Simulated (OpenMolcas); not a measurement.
# Excited-state calculation, with input and output: SiNH4O (part 1 of 4)

System: SiNH4O, multiplicity 2, SMILES N[SiH]O.
Method: CASPT2/cc-pVDZ-DK, DKH2 (OpenMolcas 26.06).

The geometry comes from this level: PBE0-D4/def2-TZVP.

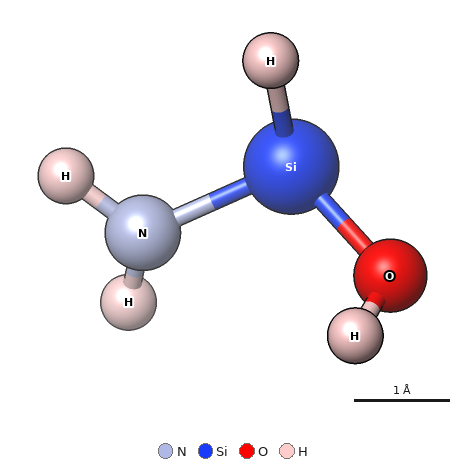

Figure 1. The structure (ball-and-stick view, seen at a tilt).

Input
```
&GATEWAY
COORD
7
angstrom
N       -0.694900       0.548300      -0.575200
Si       0.293100       0.159000       0.781300
O        1.622900      -0.672400       0.270300
H       -0.355900       1.168100      -1.294800
H       -1.685800       0.673200      -0.432900
H       -0.599100      -0.661900       1.664700
H        1.480900      -1.282400      -0.459000
BASIS
cc-pVDZ-DK
GROUP
NoSym
&SEWARD
RELATIVISTIC
R02E00
&RASSCF
FILEORB
$CurrDir/step2.RasOrb
SPIN
2
NACTEL
5 0 0
INACTIVE
14
RAS2
6
CIROOT
3 3 1
THRS
1e-10 0.0001 1e-05
ORBLISTING
Few
ORBAPPEAR
Compact
&CASPT2
XMULTISTATE
all
IPEA
0.25
```

Command:
```bash
export MOLCAS_MEM=1860
pymolcas step6.inp > step6.log
```

Log
```
--- Start Module: gateway ---

                                              &GATEWAY

                       available to each process: 1.9 GB of memory, 1 thread

++    Symmetry information:
      ---------------------

                    Character Table for C1

                             E
                    a        1  x, y, xy, Rz, z, xz, Ry, yz, Rx, I
--

++    Basis set information:
      ----------------------

      Basis set label: N.CC-PVDZ-DK.........

      Electronic valence basis set:
      ------------------
      Associated Effective Charge   7.000000 au
      Associated Actual Charge      7.000000 au
      Nuclear Model: Point charge

      Shell  nPrim  nBasis  Cartesian Spherical Contaminant
         s       9       3        X
         p       4       2        X
         d       1       1                 X

      Basis set label: SI.CC-PVDZ-DK.........

      Electronic valence basis set:
      ------------------
      Associated Effective Charge  14.000000 au
      Associated Actual Charge     14.000000 au
      Nuclear Model: Point charge

      Shell  nPrim  nBasis  Cartesian Spherical Contaminant
         s      12       4        X
         p       8       3        X
         d       1       1                 X

      Basis set label: O.CC-PVDZ-DK.........

      Electronic valence basis set:
      ------------------
      Associated Effective Charge   8.000000 au
      Associated Actual Charge      8.000000 au
      Nuclear Model: Point charge

      Shell  nPrim  nBasis  Cartesian Spherical Contaminant
         s       9       3        X
         p       4       2        X
         d       1       1                 X

      Basis set label: H.CC-PVDZ-DK.........

      Electronic valence basis set:
      ------------------
      Associated Effective Charge   1.000000 au
      Associated Actual Charge      1.000000 au
      Nuclear Model: Point charge

      Shell  nPrim  nBasis  Cartesian Spherical Contaminant
         s       4       2        X
         p       1       1        X
--

++    Molecular structure info:
      -------------------------

                    ************************************************
                    **** Cartesian Coordinates / bohr, angstrom ****
                    ************************************************

     Center  Label                x              y              z                     x              y              z
        1      N1              -1.313171       1.036137      -1.086970             -0.694900       0.548300      -0.575200
        2      SI2              0.553879       0.300466       1.476443              0.293100       0.159000       0.781300
        3      O3               3.066837      -1.270652       0.510793              1.622900      -0.672400       0.270300
        4      H4              -0.672554       2.207389      -2.446817             -0.355900       1.168100      -1.294800
        5      H5              -3.185700       1.272164      -0.818062             -1.685800       0.673200      -0.432900
        6      H6              -1.132135      -1.250810       3.145827             -0.599100      -0.661900       1.664700
        7      H7               2.798495      -2.423385      -0.867384              1.480900      -1.282400      -0.459000

                    ***************************************
                    *    InterNuclear Distances / bohr    *
                    ***************************************

               1 N1            2 SI2           3 O3            4 H4            5 H5            6 H6
    1 N1       0.000000
    2 SI2      3.255484        0.000000
    3 O3       5.201787        3.117026        0.000000
    4 H4       1.905625        4.531276        5.901463        0.000000
    5 H5       1.906407        4.493707        6.879388        3.137419        0.000000
    6 H6       4.814507        2.834774        4.957334        6.591512        5.127860        0.000000
    7 H7       5.377946        4.236885        1.816638        5.998905        7.033499        5.738524

               7 H7
    7 H7       0.000000

                    *******************************************
                    *    InterNuclear Distances / angstrom    *
                    *******************************************

               1 N1            2 SI2           3 O3            4 H4            5 H5            6 H6
    1 N1       0.000000
    2 SI2      1.722728        0.000000
    3 O3       2.752667        1.649459        0.000000
    4 H4       1.008413        2.397848        3.122920        0.000000
    5 H5       1.008827        2.377967        3.640416        1.660250        0.000000
    6 H6       2.547727        1.500098        2.623308        3.488078        2.713547        0.000000
    7 H7       2.845887        2.242063        0.961323        3.174484        3.721967        3.036696

               7 H7
    7 H7       0.000000

                    **************************************
                    *    Valence Bond Angles / degree    *
                    **************************************
                          Atom centers                 Phi
                      4 H4       1 N1       5 H5       110.78
--

            Nuclear Potential Energy            111.03366877 au

--- Stop Module: gateway /rc=_RC_ALL_IS_WELL_ ---

--- Start Module: seward ---

                                              &SEWARD

                       available to each process: 1.9 GB of memory, 1 thread

               SEWARD will generate:
                  Multipole Moment integrals up to order  2
                  Kinetic Energy integrals
                  Nuclear Attraction integrals (point charge)
                  One-Electron Hamiltonian integrals
                  Velocity integrals
                  Relativistic Douglas-Kroll-Hess integrals:
                    - Parametrization         : EXP
                    - DKH order of Hamiltonian: 2
                    - DKH order of Properties : 0
                         - multipole moment operators
                         - electric potential operators
                         - contact operators
                  Orbital angular momentum around (  0.7088   0.0386   0.5364 )
                  Velocity quadrupole around (  0.7088   0.0386   0.5364 )
                  Two-Electron Repulsion integrals

                   Integrals are discarded if absolute value <: 1.00E-14
                   Integral cutoff threshold is set to       <: 1.00E-16

            Nuclear Potential Energy            111.03366877 au

      Basis set specifications :
      Symmetry species         a
      Basis functions           66

--- Stop Module: seward /rc=_RC_ALL_IS_WELL_ ---
--- Module seward spent 1 second ---

--- Start Module: rasscf ---

                                              &RASSCF

                       available to each process: 1.9 GB of memory, 1 thread

      Header of the ONEINT file:
      --------------------------

      OrdInt status: non-squared

      Cartesian coordinates in angstrom:
      -----------------------------------------------------
      No.  Label        X            Y            Z
      -----------------------------------------------------
       1   N1        -0.69490000   0.54830000  -0.57520000
       2   SI2        0.29310000   0.15900000   0.78130000
       3   O3         1.62290000  -0.67240000   0.27030000
       4   H4        -0.35590000   1.16810000  -1.29480000
       5   H5        -1.68580000   0.67320000  -0.43290000
       6   H6        -0.59910000  -0.66190000   1.66470000
       7   H7         1.48090000  -1.28240000  -0.45900000
      -----------------------------------------------------
      Nuclear repulsion energy =  111.03366877

++    Wave function specifications:
      -----------------------------

      Number of closed shell electrons          28
      Number of electrons in active shells       5
      Max number of holes in RAS1 space          0
      Max nr of electrons in RAS3 space          0
      Number of inactive orbitals               14
      Number of active orbitals                  6
      Number of secondary orbitals              46
      Spin quantum number                      0.5
      State symmetry                             1
--

++    Orbital specifications:
      -----------------------

      Symmetry species                           1
                                                 a
      Frozen orbitals                            0
      Inactive orbitals                         14
      Active orbitals                            6
      RAS1 orbitals                              0
      RAS2 orbitals                              6
      RAS3 orbitals                              0
      Secondary orbitals                        46
      Deleted orbitals                           0
      Number of basis functions                 66
--

++    CI expansion specifications:
      ----------------------------

      Number of CSFs                           210
      Number of determinants                   300
      Number of root(s) required                 3
      Root chosen for geometry opt.              3
      CI roots used                              1     2     3
      weights                                0.333 0.333 0.333
      highest root included in the CI            3
      max. size of the explicit Hamiltonian    200
--

++    Optimization specifications:
      ----------------------------

      RASSCF algorithm: Conventional
      Maximum number of macro iterations       200
      Maximum number of SX iterations          100
      Threshold for RASSCF energy            1.000E-10
      Threshold for max MO rotation          1.000E-04
      Threshold for max BLB element          1.000E-05
      Level shift parameter                  5.000E-01
      Make Quasi-Newton update
--

      The MO-coefficients are taken from the file:
      step2.RasOrb
      Title: RASSCF average (pseudo-natural) orbitals

      Total molecular charge    0.00

      ************************************************************************************************************************
      *                                            Wave function control section                                             *
      ************************************************************************************************************************

                                         RASSCF iterations: Energy and convergence statistics
                                         ----------------------------------------------------

          iter iter root      energy       change     param      element    value   shift minimum  type update hh:mm:ss
 Nr of preliminary CI iterations:   2
        1   1    5    0  -421.16200630    0.00E+00  -2.06E-04*  16  25 1  2.37E-05*  0.38   0.00    SX    NO    0:00:00
        2   1    5    0  -421.16200631   -1.46E-08* -1.13E-04*  15  33 1  1.11E-05*  0.38   0.00    SX    NO    0:00:00
        3   1    5    0  -421.16200632   -3.86E-09* -6.52E-05    9  15 1 -5.22E-06   0.38   0.00    SX    NO    0:00:00
        4   4    5    0  -421.16200681   -4.98E-07* -1.10E-04*  15  33 1 -1.99E-05*  0.38   0.00    SX    NO    0:00:00
        5   1    5    0  -421.16200682   -5.69E-09* -1.55E-04*  12  39 1 -1.32E-05*  0.38   1.77    QN   YES    0:00:00
        6   3    4    0  -421.16200682   -3.86E-09*  1.65E-05    9  44 1  1.03E-05*  0.38   0.89    QN   YES    0:00:00
        7   1    4    0  -421.16200682   -5.33E-10*  3.88E-05   15  33 1  2.69E-06   0.38   2.50    QN   YES    0:00:00
        8   1    4    0  -421.16200682   -2.43E-10*  7.11E-06    9  44 1 -1.55E-06   0.38   1.03    QN   YES    0:00:00
        9   1    3    0  -421.16200682   -4.47E-11   8.65E-06    9  44 1 -8.93E-07   0.38   1.70    QN   YES    0:00:00
      Convergence after  9 iterations
       10   1    3    0  -421.16200682   -2.05E-11   8.65E-06   15  33 1 -4.47E-07   0.38   1.70    QN   YES    0:00:00

      ************************************************************************************************************************
                                                      Wave function printout:
                       occupation of active orbitals, and spin coupling of open shells (u,d: Spin up or down)
      ************************************************************************************************************************

      Note: transformation to natural orbitals
      has been made, which may change the order of the CSFs.

      printout of CI-coefficients larger than  0.05 for root  1
      energy=    -421.295401
      conf/sym  111111     Coeff  Weight
             1  22u000  -0.97291 0.94656
             2  2u2000   0.05709 0.00326
             3  u22000   0.07807 0.00609
             5  2200u0   0.12856 0.01653
            57  20u002  -0.05692 0.00324

      printout of CI-coefficients larger than  0.05 for root  2
      energy=    -421.103418
      conf/sym  111111     Coeff  Weight
             1  22u000  -0.14677 0.02154
             3  u22000  -0.69806 0.48729
             5  2200u0  -0.66482 0.44198
            10  u2du00   0.05566 0.00310
            11  u2d0u0  -0.06713 0.00451
            20  0220u0   0.06416 0.00412
            26  u2u0d0   0.06154 0.00379
            43  u20020   0.05598 0.00313

      printout of CI-coefficients larger than  0.05 for root  3
      energy=    -421.087201
      conf/sym  111111     Coeff  Weight
             3  u22000   0.67012 0.44906
             5  2200u0  -0.69312 0.48041
             6  22000u   0.05084 0.00258
            11  u2d0u0   0.07709 0.00594
            20  0220u0   0.10542 0.01111
            23  2uu0d0   0.10075 0.01015
            43  u20020  -0.06194 0.00384

      Natural orbitals and occupation numbers for root  1
      sym 1:   1.982251   1.979058   1.002059   0.014913   0.002886   0.018832

      Natural orbitals and occupation numbers for root  2
      sym 1:   1.522742   1.971235   1.006695   0.008706   0.469869   0.020753

      Natural orbitals and occupation numbers for root  3
      sym 1:   1.505860   1.960047   0.960967   0.012626   0.535996   0.024503

      ************************************************************************************************************************
      *                                                    Final results                                                     *
      ************************************************************************************************************************

++    Final optimization conditions:
      ------------------------------

      Average CI energy                            -421.16200682
      RASSCF energy for state  3                   -421.08720100
      Super-CI energy                                -0.00000000
      RASSCF energy change                            0.00000000
      Max change in MO coefficients              -1.948E-05
      Max non-diagonal density matrix element     8.648E-06
      Maximum BLB matrix element                 -4.472E-07
      (orbital pair  15,  33 in symmetry   1)
      Norm of electronic gradient            5.139E-02
--

      Final state energy(ies):
      ------------------------

::    RASSCF root number  1 Total energy:   -421.29540127
::    RASSCF root number  2 Total energy:   -421.10341821
::    RASSCF root number  3 Total energy:   -421.08720100

++    Molecular orbitals:
      -------------------

      Pseudonatural active orbitals and approximate occupation numbers

      MOLECULAR ORBITALS FOR SYMMETRY SPECIES 1: a
```
